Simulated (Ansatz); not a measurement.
ClF2H2NZr

```csv
atom,x (Å),y (Å),z (Å)
Zr,-0.0276,-0.0153,-0.0144
Cl,0.2482,-0.1861,2.3280
F,1.6800,0.0317,-0.8457
F,-1.1598,1.4611,-0.3993
N,-0.9581,-1.6558,-0.6846
H,-1.9670,-1.7813,-0.7523
H,-0.5034,-2.5144,-0.9914
```

Core potentials replace the inner electrons of Zr.

Theory: RKS PBE0-D4/def2-SVP in Ansatz 0.2.0.

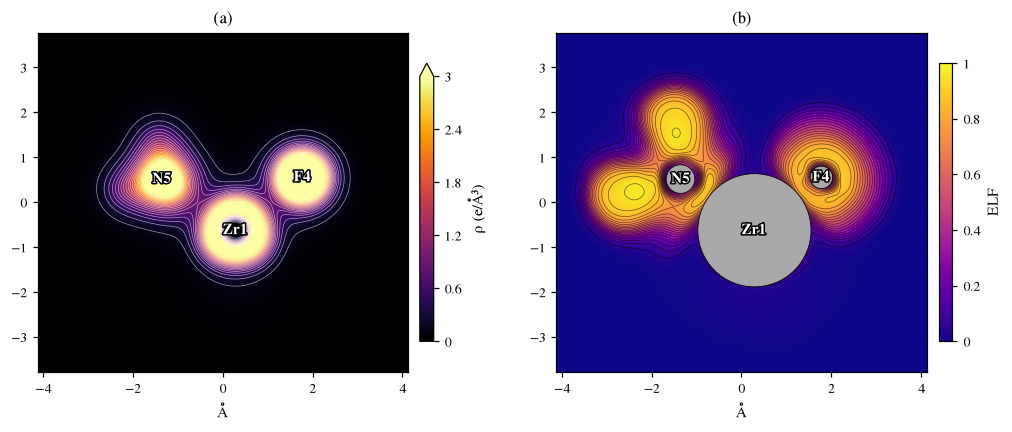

Figure 1. (a) electron density; (b) ELF on the plane of atoms F4, Zr1 and N5. Grey discs cover the atomic cores in the ELF map.

> What does the map show?

The plane passes through Zr, F and N nuclei. Zr–F (1.90 Å): ρ is about 0.93 e/Å³ halfway; the ELF peaks at about 0.85 in the valence shell of F, 0.5 Å from its nucleus, and drops to about 0.20 between the two atoms. Zr–N (2.00 Å): the density is about 0.91 e/Å³ at the midpoint; the ELF peaks at about 0.90 in the valence shell of N, 0.6 Å from its nucleus, and drops to about 0.30 between the two atoms.

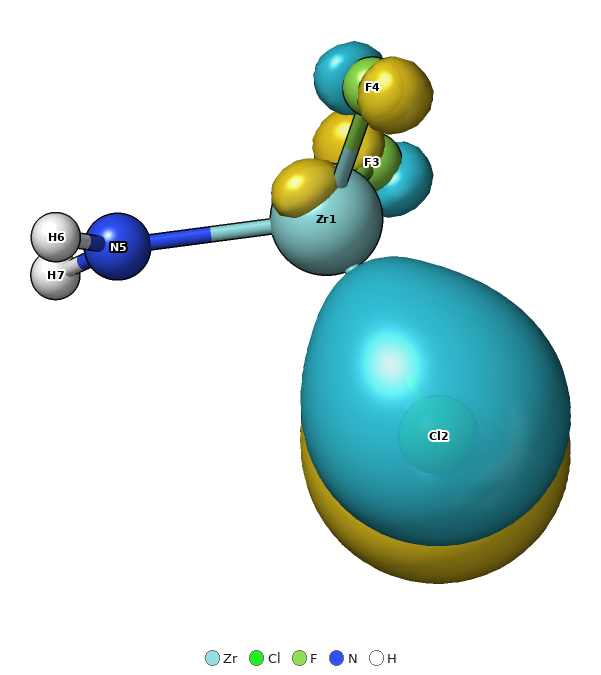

Figure 2. The HOMO−1 at ±0.1 Å⁻³ᐟ² (yellow and cyan are the two phases), seen from one side.

> Describe this orbital and give its energy.

By Hirshfeld shares it lies mainly on Cl2 (about 90 %); largely a lone pair of Cl2. Its energy is −9.22 eV.

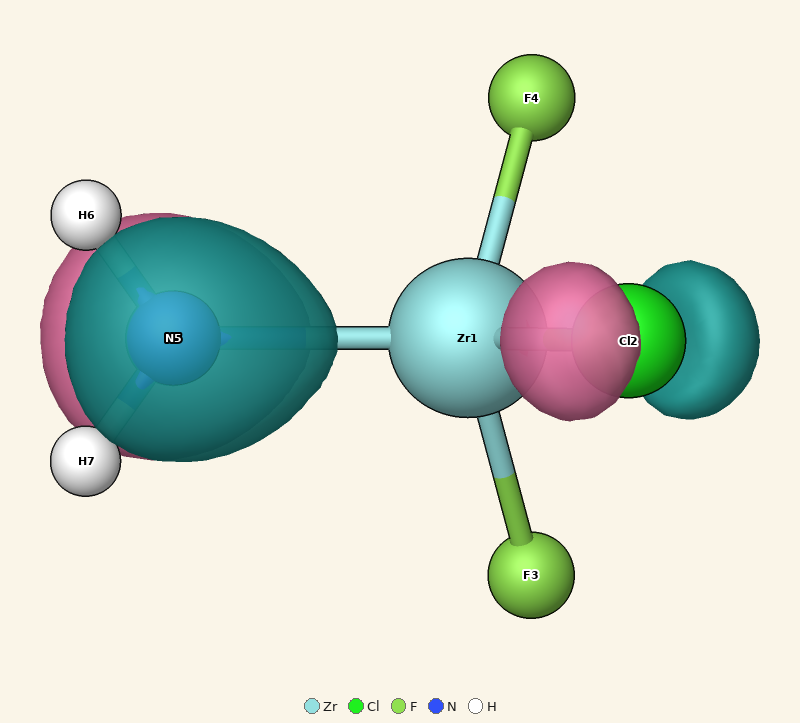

Figure 3. The HOMO at ±0.2 Å⁻³ᐟ² (teal and pink are the two phases), seen across its widest extent.

> Where does this orbital lie, and at what energy?

By Hirshfeld shares it lies mainly on N5 (about 60 %), Cl2 (about 15 %) and Zr1 (about 15 %). Its energy is −8.20 eV.
